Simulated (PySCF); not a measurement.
**CH7NSn (SMILES C[NH][SnH3]) at 6 levels**

We compute a comparison of 6 runs (HF/STO-3G, HF/def2-TZVP, TPSSh/STO-3G, PBE0/def2-SVP, TPSS/def2-SVP, TPSSh/def2-TZVP) of CH7NSn. Input form: a Python script.

Program for the calculation: PySCF 2.14.0.

## 1. The system as given

CH7NSn: 10 atoms, total charge 0, spin state singlet. SMILES: `C[NH][SnH3]`. Geometry: relaxed at PBE0-D4/def2-TZVP.

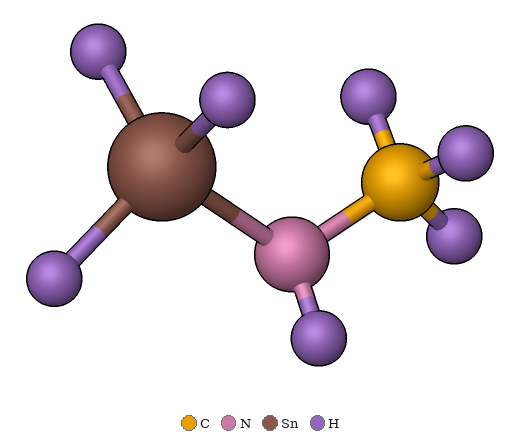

Viewed from a chosen angle; carbon amber, nitrogen pink, tin brown, hydrogen purple.

## 2. Energy and forces at HF/STO-3G (run 1)

File calc.py:

```python
# C[NH][SnH3]
from pyscf import gto

molecule = gto.Mole()
molecule.atom = [
    ('C', (-0.898400, 0.758000, -0.879200)),
    ('N', (-0.343000, -0.532900, -0.516500)),
    ('Sn', (0.897300, -0.629400, 1.085100)),
    ('H', (-1.664200, 0.637600, -1.652700)),
    ('H', (-1.396800, 1.201100, -0.011700)),
    ('H', (-0.168200, 1.494600, -1.247500)),
    ('H', (0.037300, -1.004000, -1.326200)),
    ('H', (1.451700, -2.239000, 1.169900)),
    ('H', (-0.052600, -0.195500, 2.433700)),
    ('H', (2.220200, 0.458400, 0.948000)),
]
molecule.basis = 'sto-3g'
molecule.verbose = 3
molecule.max_memory = 1860
molecule.build()

hf = molecule.RHF()
hf.conv_tol = 1e-10
hf.kernel()
if not hf.converged:
    hf = hf.newton().run(hf.mo_coeff, hf.mo_occ)

e_tot = hf.e_tot
print('E(%s) = %.9f' % ('HF', e_tot))
grad = hf.nuc_grad_method().kernel()
hf.analyze()
```

Run with:

```sh
$ OMP_NUM_THREADS=1 python calc.py
```

The log of the run:

```text
converged SCF energy = -6058.51840031684
E(HF) = -6058.518400317
--------------- RHF gradients ---------------
         x                y                z
0 C     0.0111472115    -0.0148899013     0.0098522272
1 N    -0.0178155094     0.0120898592    -0.0378181118
2 Sn    -0.0031645924     0.0000312841    -0.0094055862
3 H    -0.0025474088    -0.0026934764    -0.0003833383
4 H    -0.0022559598     0.0007472878     0.0024153104
5 H     0.0025483798     0.0021569387    -0.0005134255
6 H    -0.0015254927     0.0017092333     0.0176340931
7 H     0.0075391816    -0.0241973781     0.0005482701
8 H    -0.0154279084     0.0070150350     0.0189248192
9 H     0.0215020987     0.0180311177    -0.0012542582
----------------------------------------------
**** MO energy ****
MO #1   energy= -1029.89768957763  occ= 2
MO #2   energy= -153.528748623141  occ= 2
MO #3   energy= -145.358443086112  occ= 2
MO #4   energy= -145.358323625519  occ= 2
MO #5   energy= -145.35831928576   occ= 2
MO #6   energy= -29.6032508587312  occ= 2
MO #7   energy= -26.585602946381   occ= 2
MO #8   energy= -26.5852725168799  occ= 2
MO #9   energy= -26.585162222211   occ= 2
MO #10  energy= -18.1878420591332  occ= 2
MO #11  energy= -18.187663563664   occ= 2
MO #12  energy= -18.1873196526981  occ= 2
MO #13  energy= -18.1870502305135  occ= 2
MO #14  energy= -18.1869313092151  occ= 2
MO #15  energy= -15.2231184390705  occ= 2
MO #16  energy= -11.0525314397991  occ= 2
MO #17  energy= -4.80887876592378  occ= 2
MO #18  energy= -3.56183800573296  occ= 2
MO #19  energy= -3.5610722035766   occ= 2
MO #20  energy= -3.56018021012689  occ= 2
MO #21  energy= -1.07403430825944  occ= 2
MO #22  energy= -0.892186652614721 occ= 2
MO #23  energy= -0.888842168772441 occ= 2
MO #24  energy= -0.887682773545538 occ= 2
MO #25  energy= -0.881651346501624 occ= 2
MO #26  energy= -0.881072417060625 occ= 2
MO #27  energy= -0.820818813016588 occ= 2
MO #28  energy= -0.585602991522488 occ= 2
MO #29  energy= -0.548874868294896 occ= 2
MO #30  energy= -0.526548872165649 occ= 2
MO #31  energy= -0.483442988662299 occ= 2
MO #32  energy= -0.394866996850455 occ= 2
MO #33  energy= -0.38279543843403  occ= 2
MO #34  energy= -0.365200360066031 occ= 2
MO #35  energy= -0.262941945820015 occ= 2
MO #36  energy= 0.405598656999875  occ= 0
MO #37  energy= 0.445590147223858  occ= 0
MO #38  energy= 0.478720575865081  occ= 0
MO #39  energy= 0.480897941978768  occ= 0
MO #40  energy= 0.667234814251793  occ= 0
MO #41  energy= 0.706476479647866  occ= 0
MO #42  energy= 0.737513784929966  occ= 0
MO #43  energy= 0.773233768844017  occ= 0
MO #44  energy= 0.806249719512799  occ= 0
 ** Mulliken atomic charges  **
charge of    0C =     -0.03046
charge of    1N =     -0.39586
charge of    2Sn =      0.77430
charge of    3H =      0.02483
charge of    4H =      0.02384
charge of    5H =      0.00590
charge of    6H =      0.08188
charge of    7H =     -0.15719
charge of    8H =     -0.16036
charge of    9H =     -0.16689
Dipole moment(X, Y, Z, Debye):  1.21990,  0.22823,  0.07218
```

Wall time 2.8 s (1 thread of Arm Neoverse V2, shared host); peak memory 0.12 GiB.

## 3. Energy and gradient at HF/def2-TZVP (core potential) (run 2)

File input.py:

```python
# C[NH][SnH3]
from pyscf import gto, scf

molecule = gto.Mole()
molecule.atom = [
    ('C', (-0.898400, 0.758000, -0.879200)),
    ('N', (-0.343000, -0.532900, -0.516500)),
    ('Sn', (0.897300, -0.629400, 1.085100)),
    ('H', (-1.664200, 0.637600, -1.652700)),
    ('H', (-1.396800, 1.201100, -0.011700)),
    ('H', (-0.168200, 1.494600, -1.247500)),
    ('H', (0.037300, -1.004000, -1.326200)),
    ('H', (1.451700, -2.239000, 1.169900)),
    ('H', (-0.052600, -0.195500, 2.433700)),
    ('H', (2.220200, 0.458400, 0.948000)),
]
molecule.verbose = 3
molecule.spin = 0
molecule.ecp = {'Sn': 'def2-svp'}
molecule.max_memory = 1860
molecule.basis = 'def2-tzvp'
molecule.build()

hf = scf.RHF(molecule)
hf.conv_tol = 1e-10
hf.kernel()
if not hf.converged:
    hf = hf.newton().run(hf.mo_coeff, hf.mo_occ)

etot = hf.e_tot
print(f'total energy: {etot:.8f} hartree')
grad = hf.nuc_grad_method().kernel()
hf.analyze()
```

Run with:

```sh
$ OMP_NUM_THREADS=1 python input.py
```

The log of the run:

```text
converged SCF energy = -309.744167246922
[... 20 lines left out ...]
MO #11  energy= -1.31038067415605  occ= 2
[... 12 lines left out ...]
MO #24  energy= 0.123319314143891  occ= 0
[... 12 lines left out ...]
MO #37  energy= 0.370557289752412  occ= 0
[... 12 lines left out ...]
MO #50  energy= 0.698021580226685  occ= 0
[... 12 lines left out ...]
MO #63  energy= 1.0932073210175    occ= 0
[... 12 lines left out ...]
MO #76  energy= 1.62320224092849   occ= 0
[... 12 lines left out ...]
MO #89  energy= 2.03863196211093   occ= 0
[... 12 lines left out ...]
MO #102 energy= 2.58576617632089   occ= 0
[... 12 lines left out ...]
MO #115 energy= 3.02232716748506   occ= 0
[... 12 lines left out ...]
MO #128 energy= 3.81963973754414   occ= 0
[... 12 lines left out ...]
MO #141 energy= 5.28492808365261   occ= 0
[... 12 lines left out ...]
MO #154 energy= 114.152642891955   occ= 0
[... 1 line left out ...]
WARN: Weak orthogonality for localized orbitals 1.6828347415962903e-09

 ** Mulliken atomic charges  **
charge of    0C =     -0.16676
charge of    1N =     -1.13370
charge of    2Sn =      2.73621
charge of    3H =      0.08817
charge of    4H =      0.08933
charge of    5H =      0.06721
charge of    6H =      0.19913
charge of    7H =     -0.62484
charge of    8H =     -0.64649
charge of    9H =     -0.60825
Dipole moment(X, Y, Z, Debye):  0.66486,  0.30756, -0.48189
```

Wall time 32 s (1 thread of Arm Neoverse V2, shared host); peak memory 0.65 GiB.

Runs 3 to 5 aren't shown in full; the table further down has their settings and results.

## 4. Energy and gradient at TPSSh/def2-TZVP (core potential) (run 6)

File input.py:

```python
import pyscf.grad
from pyscf import gto, dft

system = gto.M(
    atom='''
C     -0.898400     0.758000    -0.879200
N     -0.343000    -0.532900    -0.516500
Sn     0.897300    -0.629400     1.085100
H     -1.664200     0.637600    -1.652700
H     -1.396800     1.201100    -0.011700
H     -0.168200     1.494600    -1.247500
H      0.037300    -1.004000    -1.326200
H      1.451700    -2.239000     1.169900
H     -0.052600    -0.195500     2.433700
H      2.220200     0.458400     0.948000
''',
    verbose=3,
    max_memory=1860,
    ecp={'Sn': 'def2-svp'},
    basis='def2-tzvp',
    charge=0,
)

mf = dft.RKS(system, xc='tpssh')
mf.conv_tol = 1e-10
mf.grids.level = 5
mf.kernel()
if not mf.converged:
    mf = mf.newton().run(mf.mo_coeff, mf.mo_occ)

e_final = mf.e_tot
print('Final energy', e_final)
grad = mf.Gradients().kernel()
dip = mf.dip_moment()
pop, q = mf.mulliken_pop()
```

Run with:

```sh
$ OMP_NUM_THREADS=1 python input.py
```

The log of the run:

```text
converged SCF energy = -311.308938308884
Final energy -311.3089383088836
[... 8 lines left out ...]
Dipole moment(X, Y, Z, Debye):  0.44059,  0.28053, -0.60165
[... 126 lines left out ...]
pop of  5 H 2s            0.48076
pop of  5 H 3s            0.11617
pop of  5 H 2px           0.00658
pop of  5 H 2py           0.00726
pop of  5 H 2pz           0.00501
pop of  6 H 1s            0.27395
pop of  6 H 2s            0.41592
pop of  6 H 3s            0.05970
pop of  6 H 2px           0.01211
pop of  6 H 2py           0.01170
pop of  6 H 2pz           0.01393
pop of  7 H 1s            0.22464
pop of  7 H 2s            0.58652
pop of  7 H 3s            0.25160
pop of  7 H 2px           0.00143
pop of  7 H 2py           0.00596
pop of  7 H 2pz           0.00083
pop of  8 H 1s            0.22485
pop of  8 H 2s            0.58760
pop of  8 H 3s            0.25392
pop of  8 H 2px           0.00259
pop of  8 H 2py           0.00124
pop of  8 H 2pz           0.00435
pop of  9 H 1s            0.22426
pop of  9 H 2s            0.58548
pop of  9 H 3s            0.27225
pop of  9 H 2px           0.00416
pop of  9 H 2py           0.00304
pop of  9 H 2pz           0.00083
 ** Mulliken atomic charges  **
charge of    0C =     -0.25229
charge of    1N =     -0.59226
charge of    2Sn =      0.52112
charge of    3H =      0.12014
charge of    4H =      0.11931
charge of    5H =      0.10684
charge of    6H =      0.21268
charge of    7H =     -0.07097
charge of    8H =     -0.07455
charge of    9H =     -0.09003
```

Run time: 2.6 min. Hardware: 1 thread of Arm Neoverse V2, shared host; peak memory 1.8 GiB.

## 5. The series

```csv
run,level,core potential,integration grid,energy (Eh),dipole moment (D),HOMO energy (eV),LUMO energy (eV),wall time
1,HF/STO-3G,–,–,-6058.518400,1.24,-7.16,11.04,2.8 s
2,HF/def2-TZVP (core potential),def2-svp,–,-309.744167,0.88,-9.86,2.36,32 s
3,TPSSh/STO-3G,–,5,-6061.044426,1.01,-2.18,5.62,21 s
4,PBE0/def2-SVP (core potential),def2-svp,5,-311.136396,0.84,-6.31,0.37,31 s
5,TPSS/def2-SVP (core potential),def2-svp,5,-311.185109,0.83,-5.05,-0.26,56 s
6,TPSSh/def2-TZVP (core potential),def2-svp,5,-311.308938,0.80,-5.78,-0.32,2.6 min
```

## 6. What came out

| quantity | value |
| --- | --- |
| run 6: total energy | -311.30894 Eh |
| run 6: dipole moment | 0.80 D |
| run 6: HOMO energy | -5.78 eV |
| run 6: LUMO energy | -0.32 eV |
| run 6: HOMO–LUMO gap | 5.46 eV |
| run 6: largest force on an atom | 0.390 eV/Å |

What this shows: The dipole moment (its size) runs from 0.80 D (TPSSh/def2-TZVP) to 1.24 D (HF/STO-3G). The two ends differ in method and basis and core potential. The HOMO–LUMO gap runs from 4.79 eV (TPSS/def2-SVP) to 18.19 eV (HF/STO-3G). Totals of different functionals can't be ranked against each other. Some runs of one species differ in core potentials or relativity; totals across that change don't compare. In runs 1, 3 the basis is minimal, so the values are rough. In runs 1, 3 relativity is left out where basis or elements ask for it. All runs together took 4.9 min, the longest 2.6 min.
